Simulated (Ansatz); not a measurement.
H7W (doublet)

Input file:

```
crystal:
  periodic: [false, false, false]
  atoms:
    - { symbol: W, position_ang: [0.0, 0.0, -0.512375] }
    - { symbol: H, position_ang: [-1.0e-06, 0.0, 1.20857] }
    - { symbol: H, position_ang: [1.372919, 0.0, 0.442777] }
    - { symbol: H, position_ang: [0.0, 1.372919, 0.442777] }
    - { symbol: H, position_ang: [-1.372919, 0.0, 0.442777] }
    - { symbol: H, position_ang: [0.0, -1.372919, 0.442777] }
    - { symbol: H, position_ang: [0.0, 0.0, -2.354983] }
    - { symbol: H, position_ang: [0.0, 0.0, 3.067678] }
magnetization:
  spin_polarized: true
  initial_magnetization: 1
basis:
  gaussian: { orbitals: def2-SVP }
hamiltonian:
  xc: pbe0
  dispersion: d4
relax:
  f_tol: 0.03
  max_steps: 50
output:
  orbitals: {}
```

Launched as:

```sh
ansatz run input.yaml --threads 1 --pin off --max-ram 2048MiB --backend cpu --events-out ev --progress --plain --runs-dir out
```

The fields are those of the run's last geometry, not of the input's.

Core potentials replace the inner electrons of W.

Theory: Ansatz 0.2.0, UKS PBE0-D4/def2-SVP.

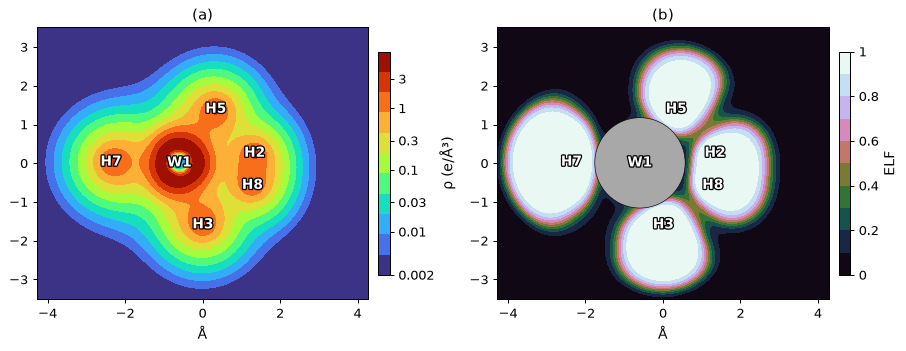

Figure 1. (a) electron density; (b) electron localisation function on the plane of atoms H5, W1 and H7. Grey discs cover the atomic cores in the ELF map.

Question: Interpret the plot.

Answer: Atoms in the plane: W and H.
H2···H8 (0.83 Å): the density falls to about 1.4 e/Å³ on the way; the ELF is about 1 at the midpoint.
W–H (1.68 Å): ρ is about 1.6 e/Å³ halfway; the ELF climbs to about 1 towards the hydrogen.

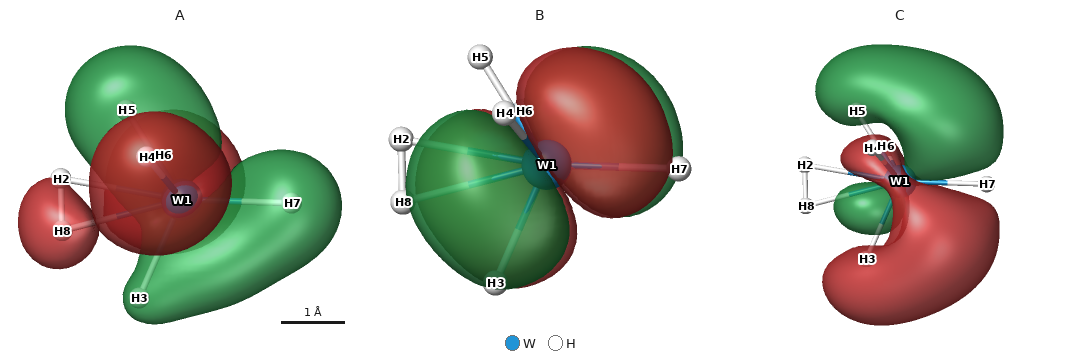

Figure 2. Three frontier orbitals at ±0.08 Å⁻³ᐟ² (green and red are the two phases), in no order.

Question: Order the three orbitals by energy and name them. All are α orbitals.

Answer: A is the HOMO−1 (α) (−8.72 eV). Its weight (Hirshfeld) is mainly on W1 (about 55 %), H5 (about 15 %), H4 (about 10 %), H6 (about 10 %) and H7 (about 5 %). B is the HOMO (α) (−6.76 eV). Its weight (Hirshfeld) is mainly on W1 (about 85 %). C is the LUMO (α) (−2.45 eV). It lies mainly on W1 (about 70 %), H3 (about 10 %) and H5 (about 10 %).

Question: What is the gap between the highest occupied and lowest empty α orbitals?

Answer: 4.31 eV between the orbital energies.

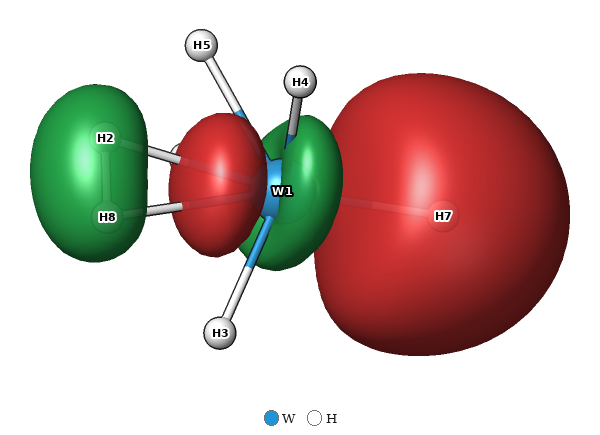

Figure 3. The HOMO−1 (β) at ±0.1 Å⁻³ᐟ² (green and red are the two phases), seen at a tilt.

Question: What is the character of this orbital?

Answer: It lies mainly on H7 (about 55 %) and W1 (about 40 %). Its energy is −8.78 eV.
